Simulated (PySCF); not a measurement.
C5H13NSi (SMILES C=N[SiH2][C@H](C)CC)

```yaml
atoms:
  - { symbol: C, position_ang: [2.1683, 2.2428, 0.6289] }
  - { symbol: N, position_ang: [1.3922, 1.5933, -0.0999] }
  - { symbol: Si, position_ang: [1.3351, -0.0473, -0.6273] }
  - { symbol: C, position_ang: [-0.1883, -0.8903, 0.1643] }
  - { symbol: C, position_ang: [-0.1885, -2.3683, -0.2224] }
  - { symbol: C, position_ang: [-1.5241, -0.2612, -0.2380] }
  - { symbol: C, position_ang: [-1.7363, 1.1319, 0.3382] }
  - { symbol: H, position_ang: [1.9656, 3.2946, 0.8189] }
  - { symbol: H, position_ang: [3.0655, 1.8381, 1.1063] }
  - { symbol: H, position_ang: [1.1671, 0.0989, -2.0735] }
  - { symbol: H, position_ang: [2.5201, -0.8662, -0.3208] }
  - { symbol: H, position_ang: [-0.1095, -0.8327, 1.2561] }
  - { symbol: H, position_ang: [0.7289, -2.8600, 0.0929] }
  - { symbol: H, position_ang: [-1.0274, -2.8893, 0.2395] }
  - { symbol: H, position_ang: [-0.2788, -2.4778, -1.3013] }
  - { symbol: H, position_ang: [-2.3340, -0.9117, 0.1101] }
  - { symbol: H, position_ang: [-1.5895, -0.2176, -1.3277] }
  - { symbol: H, position_ang: [-1.6971, 1.1033, 1.4256] }
  - { symbol: H, position_ang: [-0.9657, 1.8104, -0.0148] }
  - { symbol: H, position_ang: [-2.7087, 1.5198, 0.0419] }
```

Geometry: GFN2-xTB.

Level of theory: CAM-B3LYP/def2-SVPD, SCF density, gas phase (PySCF 2.14.0).

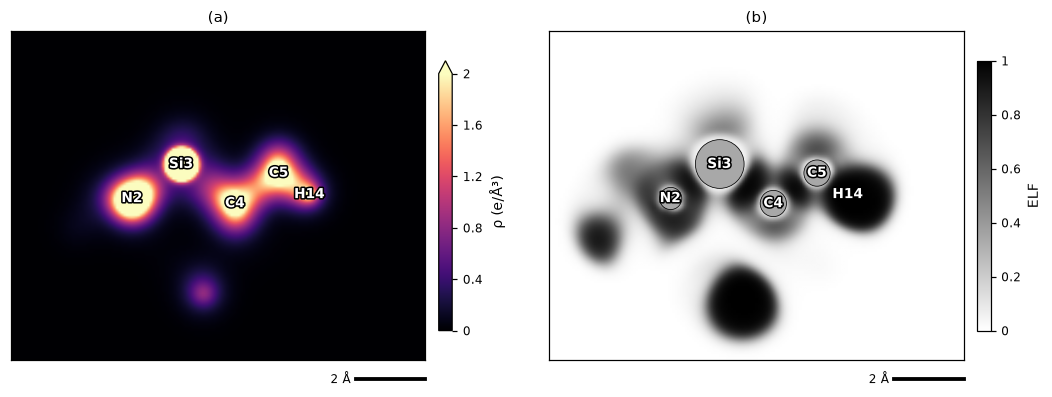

Figure 1. (a) total electron density; (b) electron localisation function on the plane of atoms C4, C5 and H14. Grey discs cover the atomic cores in the ELF map.

**What do the fields say about this system?**

The plane passes through N, Si, C and H nuclei.
C–C (1.53 Å): the density is about 1.6 e/Å³ at the midpoint; the ELF peaks at about 0.95 between the atoms (a covalent bond).
Si–N (1.72 Å): ρ at the midpoint is about 1.1 e/Å³; the ELF peaks at about 0.95 between the atoms: a shared but strongly polarised pair.
C–Si (1.91 Å): ρ at the midpoint is about 0.94 e/Å³; the ELF peaks at about 1 between the atoms; a shared electron pair.
C–H (1.09 Å): ρ is about 1.9 e/Å³ halfway; the ELF climbs to about 1 towards the hydrogen, as it does in any bond to H; an ordinary covalent bond to hydrogen.
The ELF also peaks beside N2, away from the bonds: lone-pair regions.

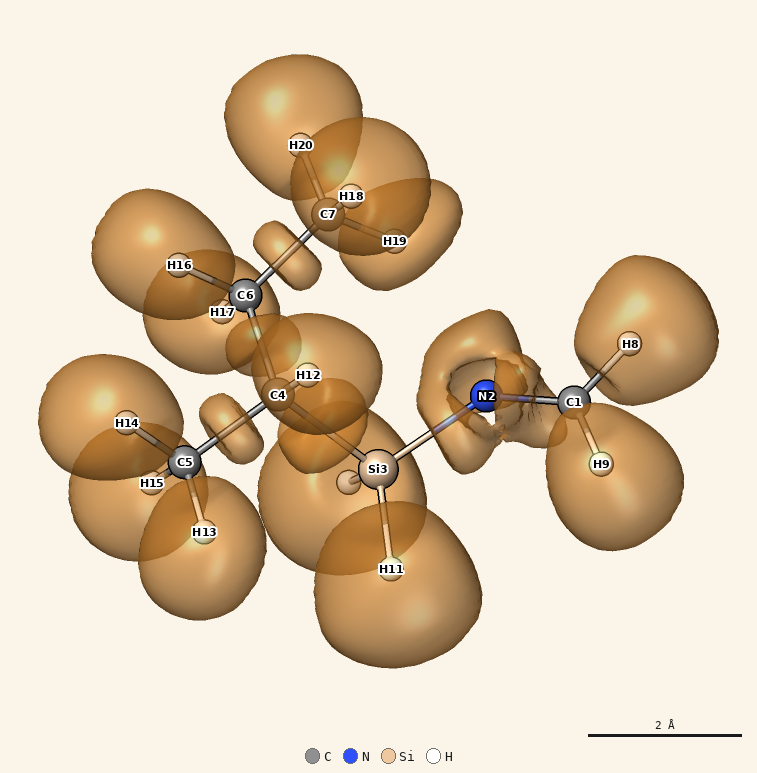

Figure 2. Isosurface of the ELF at 0.75 (orange), seen across its widest extent. Core shells and regions of very low density are left out.

**What do the ELF domains correspond to?**

The ELF exceeds this value in three regions between bonded C–C atoms (shared pairs), one region between bonded C–Si atoms (shared pairs), 13 regions around hydrogen nuclei and one region on N in which the atom's valence shell and bonds are merged.


C–N (1.25 Å): the ELF peaks at about 0.90 between the atoms; a multiple bond. C–C (1.52 Å): the ELF peaks at about 0.95 between the atoms (localised, covalent bonding).

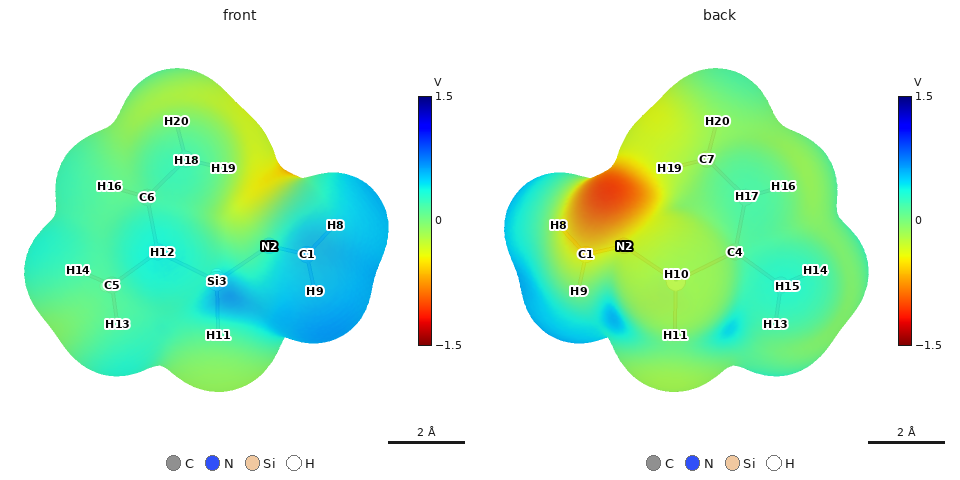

Figure 3. The molecular electrostatic potential painted on the density surface at 0.001 e/bohr³, seen from the front and from behind; the colour scale runs from red (negative) to blue (positive).

**Describe the electrostatic potential map.**

The most negative region (about −1.0 V) lies over N2, the most positive (about +0.7 V) over Si3 and H9. N2 is the likeliest acceptor of a hydrogen bond.
